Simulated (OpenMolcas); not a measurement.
# How methods differ on CHClFNOSi (SMILES O=C=N[SiH](F)Cl)

CHClFNOSi: 7 atoms, total charge 0, spin state singlet. As SMILES, `O=C=N[SiH](F)Cl`. The coordinates come from a PBE0-D4/def2-TZVP relaxation. This is one conformer, not always the lowest.

Quantity: the HOMO–LUMO gap, in eV. The values are calculated.

```json
{"level": "BLYP/6-31G* (spherical functions)", "kind": "GGA", "program": "OpenMolcas", "value (eV)": "6.75", "CPU time": "33 s"}
{"level": "PBE/6-31G* (spherical functions)", "kind": "GGA", "program": "OpenMolcas", "value (eV)": "6.77", "CPU time": "32 s"}
{"level": "M06-L/6-31G* (spherical functions)", "kind": "meta-GGA", "program": "OpenMolcas", "value (eV)": "7.49", "CPU time": "56 s"}
{"level": "TPSS/6-31G* (spherical functions)", "kind": "meta-GGA", "program": "OpenMolcas", "value (eV)": "7.01", "CPU time": "42 s"}
{"level": "r2SCAN/6-31G* (spherical functions)", "kind": "meta-GGA", "program": "OpenMolcas", "value (eV)": "7.45", "CPU time": "38 s"}
{"level": "BHLYP/6-31G* (spherical functions)", "kind": "global hybrid", "program": "OpenMolcas", "value (eV)": "11.59", "CPU time": "53 s"}
{"level": "M06-2X/6-31G* (spherical functions)", "kind": "hybrid meta-GGA", "program": "OpenMolcas", "value (eV)": "11.47", "CPU time": "48 s"}
{"level": "B2PLYP/6-31G* (spherical functions)", "kind": "double hybrid", "program": "OpenMolcas", "value (eV)": "11.88", "CPU time": "34 s"}
```

The values span 6.75 to 11.88 eV. Orbital gaps aren't excitation energies, and those of double hybrids come from the SCF part alone; they tend to grow with the share of exact exchange. CPU times are rough (shared hosts, several kinds of processor): they show what a rung costs within a factor of a few.

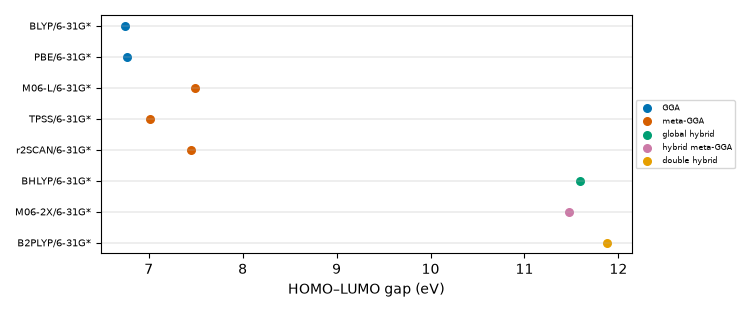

The values of the table, level by level.
